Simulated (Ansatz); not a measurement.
# WHO (quartet): correlated methods under varied settings

What do other methods and options give for WHO (quartet) at this geometry, and how long do they take?

Program: Ansatz 0.2.0, Gaussian basis. Level of theory: the settings change from run to run. These are calculated values, not measurements.

30 further runs of the same task are left out: 3 for a known fault of the program, 13 that didn't finish, 14 set aside as unsound or not needed.

## Step 1: The geometry

The geometry is a PBE0/def2-TZVP stationary point (not a proven minimum) of the parent state, kept for this charge and spin. No spin-orbit coupling is included. Elements past krypton take def2 core potentials.

3 atoms, charge 0, spin multiplicity 4.

Atoms are counted from 1 here; the program's logs count them from 0.

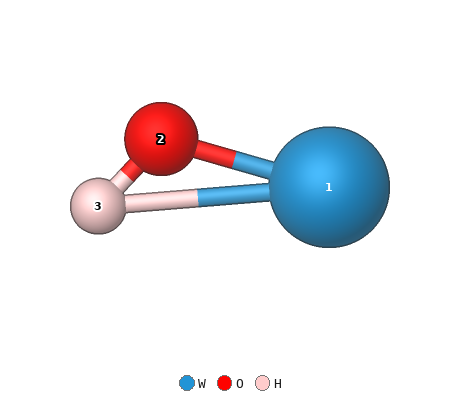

The geometry (tungsten blue, oxygen red, hydrogen pink); atoms are numbered from 1 in the order of the file.

## Step 2: MP2 on UHF/def2-SVP

Contents of in.yaml:

```yaml
crystal:
  periodic: [false, false, false]
  atoms:
    - {symbol: W, position_ang: [0.000000, 0.005701, 0.157938]}
    - {symbol: O, position_ang: [0.000000, -0.110996, -1.677910]}
    - {symbol: H, position_ang: [0.000000, 0.722005, -2.172591]}
basis:
  gaussian: {orbitals: def2-SVP}
magnetization: {spin_polarized: true, initial_magnetization: 3}
correlation: {method: mp2, electrons: valence}
scf: {lower_state_search: light}
output: {forces: true}
```

Launch:

```sh
$ ansatz run in.yaml --threads 1 --pin off --events-out ev --progress --plain --max-ram 2393MiB
```

The log of the run (excerpt; [...] marks lines left out):

```text
Functional definition: HF
  name "HF"
  cite "Fock, Z. Phys. 61, 126 (1930) doi:10.1007/BF01340294"
  parent pbe
[...]
498 factors; integrals over basis functions are off by at most 8.4e-4 eV
[...]
mean field -3856.37038497 eV, -141.7189977058 hartree, gradient 3.0e-6 eV, S^2 4.112526; 17 other end points of the search recorded, 0 dependent functions left out
1 core orbitals not correlated: weight in the atoms' cores, before any rotation towards them, 1.000 or more for the frozen orbitals, at most 0.000 for the correlated occupied ones
reference -3856.37038497 eV, -141.7189977058 hartree; 12, 9 occupied and 38, 41 virtual orbitals, 498 factors
second order -11.18642567 eV of doubles, -0.00000000 eV of singles
[...]
Total energy: -3867.55681064 eV, -142.1300912668 hartree
Atom 0 at     0.000000     0.005701     0.157938 Å, force     0.000000     0.035078    -0.346570 eV/Å
Atom 1 at     0.000000    -0.110996    -1.677910 Å, force    -0.000000    -0.416041     0.446946 eV/Å
Atom 2 at     0.000000     0.722005    -2.172591 Å, force     0.000000     0.380964    -0.100376 eV/Å
Dipole moment:     0.000000     0.230522     0.145010 e Å
```

Run time: 4 s. Hardware: 1 thread of Arm Neoverse V1, shared host.

From the report: ⟨S²⟩ of the determinant 4.113 (pure quartet: 3.75).

## Step 3: HF/def2-SVP

in.yaml: that of step 2 with these lines changed.

```diff
@@ -9,4 +9,4 @@
 magnetization: {spin_polarized: true, initial_magnetization: 3}
-correlation: {method: mp2, electrons: valence}
-scf: {lower_state_search: light}
-output: {forces: true}
+hamiltonian: {xc: hf}
+scf: {lower_state_search: full}
+output: {forces: true, orbitals: {seedname: orbitals}}
```

The command is unchanged.

The log of the run (excerpt; [...] marks lines left out):

```text
Functional definition: HF
  name "HF"
  cite "Fock, Z. Phys. 61, 126 (1930) doi:10.1007/BF01340294"
  parent pbe
[...]
498 factors; integrals over basis functions are off by at most 8.4e-4 eV
[...]
mean field -3856.37038497 eV, -141.7189977058 hartree, gradient 4.6e-6 eV, S^2 4.112526; 9 other end points of the search recorded, 0 dependent functions left out
[...]
reference -3856.37038497 eV, -141.7189977058 hartree; 13, 10 occupied and 38, 41 virtual orbitals, 498 factors
Total energy: -3856.37038497 eV, -141.7189977058 hartree
Atom 0 at     0.000000     0.005701     0.157938 Å, force     0.000000    -0.039260     1.514531 eV/Å
Atom 1 at     0.000000    -0.110996    -1.677910 Å, force     0.000000     1.018989    -1.797650 eV/Å
Atom 2 at     0.000000     0.722005    -2.172591 Å, force    -0.000000    -0.979729     0.283118 eV/Å
Dipole moment:     0.000000     0.250939    -0.103537 e Å
```

It took 3.5 s on 1 thread of Arm Neoverse V1, shared host.

From the report: ⟨S²⟩ of the determinant 4.113 (pure quartet: 3.75).

## Step 4: CCSD on UHF/def2-SVP

in.yaml: that of step 3 with these lines changed.

```diff
@@ -9,4 +9,4 @@
 magnetization: {spin_polarized: true, initial_magnetization: 3}
-hamiltonian: {xc: hf}
-scf: {lower_state_search: full}
-output: {forces: true, orbitals: {seedname: orbitals}}
+hamiltonian: {pseudopotentials: {relativity: scalar}}
+correlation: {method: ccsd, electrons: outside_noble_gas}
+scf: {omitted_lower_state_checks: [cluster_reference]}
```

The command is unchanged.

The log of the run (excerpt; [...] marks lines left out):

```text
Functional definition: HF
  name "HF"
  cite "Fock, Z. Phys. 61, 126 (1930) doi:10.1007/BF01340294"
  parent pbe
[...]
498 factors; integrals over basis functions are off by at most 8.4e-4 eV
[...]
mean field -3857.69663263 eV, -141.7677364086 hartree, gradient 2.9e-6 eV, S^2 4.112303; 17 other end points of the search recorded, 0 dependent functions left out
5 core orbitals not correlated: weight in the atoms' cores, before any rotation towards them, 0.983 or more for the frozen orbitals, at most 0.014 for the correlated occupied ones
reference -3857.69663263 eV, -141.7677364086 hartree; 8, 5 occupied and 38, 41 virtual orbitals, 498 factors
second order -7.71291737 eV of doubles, -0.00000000 eV of singles
cycle   1  -7.65012377 eV  change    6.3e-2 eV  update   1.2e-1
[...]
cycle  18  -8.19159869 eV  change   -1.9e-6 eV  update   1.5e-5
Total energy: -3865.88823132 eV, -142.0687721079 hartree
Relativity: scalar
Checks for a lower state left out: cluster_reference
```

It took 4.3 s on 1 thread of Arm Neoverse V1, shared host.

From the report: ⟨S²⟩ of the determinant 4.112 (pure quartet: 3.75); correlation -8.1916 eV; T1 0.058; largest double amplitude 0.09.

## Step 5: CCSD(T)/def2-SVP

Contents of in.yaml:

```yaml
crystal:
  periodic: [false, false, false]
  atoms:
    - {symbol: W, position_ang: [0.000000, 0.005701, 0.157938]}
    - {symbol: O, position_ang: [0.000000, -0.110996, -1.677910]}
    - {symbol: H, position_ang: [0.000000, 0.722005, -2.172591]}
basis:
  gaussian: {orbitals: def2-SVP}
magnetization: {spin_polarized: false, initial_magnetization: 3}
hamiltonian: {xc: {name: PBE0}}
correlation: {method: ccsd_t, electrons: outside_noble_gas}
```

Launched as before.

The log of the run (excerpt; [...] marks lines left out):

```text
Functional definition: PBE0
  name "PBE0"
  cite "Adamo & Barone, J. Chem. Phys. 110, 6158 (1999) doi:10.1063/1.478522"
  cite "Perdew, Burke & Ernzerhof, Phys. Rev. Lett. 77, 3865 (1996) doi:10.1103/PhysRevLett.77.3865"
  parent pbe
[...]
498 factors; integrals over basis functions are off by at most 8.4e-4 eV
[...]
mean field -3881.59051471 eV, -142.6458203791 hartree, gradient 4.1e-6 eV, S^2 3.750000; 6 other end points of the search recorded, 0 dependent functions left out
[...]
5 core orbitals not correlated: weight in the atoms' cores, before any rotation towards them, 0.981 or more for the frozen orbitals, at most 0.015 for the correlated occupied ones
reference -3855.45182759 eV, -141.6852413449 hartree; 8, 5 occupied and 38, 41 virtual orbitals, 498 factors
second order -8.79203235 eV of doubles, -0.43092807 eV of singles
cycle   1  -8.32650541 eV  change    8.7e-1 eV  update   1.6e-1
[...]
cycle  18  -8.94582612 eV  change    4.6e-6 eV  update   1.4e-5
perturbative correction -0.39077600 eV, -0.0143607531 hartree
Total energy: -3864.78842971 eV, -142.0283551442 hartree
```

It took 12 s on 1 thread of Arm Neoverse V1, shared host.

From the report: correlation -9.3366 eV; T1 0.039; largest double amplitude 0.10. The orbitals are Kohn-Sham ones, so correlation energy and T1 don't compare with those on Hartree-Fock orbitals.

## Step 6: The runs in one table

```tsv
level	correlated	functions	energy (eV)	time
MP2 on UHF/def2-SVP	valence	51	-3867.5568	4 s
HF/def2-SVP		51	-3856.3704	3.5 s
CCSD on UHF/def2-SVP (relativity set)	outside noble gas	51	-3865.8882	4.3 s
CCSD(T)/def2-SVP (on PBE0 orbitals)	outside noble gas	51	-3864.7884	12 s
```

## Step 7: Results

| quantity | value |
| --- | --- |
| runs | 4 |
| quickest | HF/def2-SVP, 3.5 s |
| slowest | CCSD(T)/def2-SVP (on PBE0 orbitals), 12 s |

In words: Total energies in different bases, with other cores or another treatment of relativity can't be set against each other. CCSD(T)/def2-SVP (on PBE0 orbitals) took 3 times as long as HF/def2-SVP; the jobs differ in more than the method.
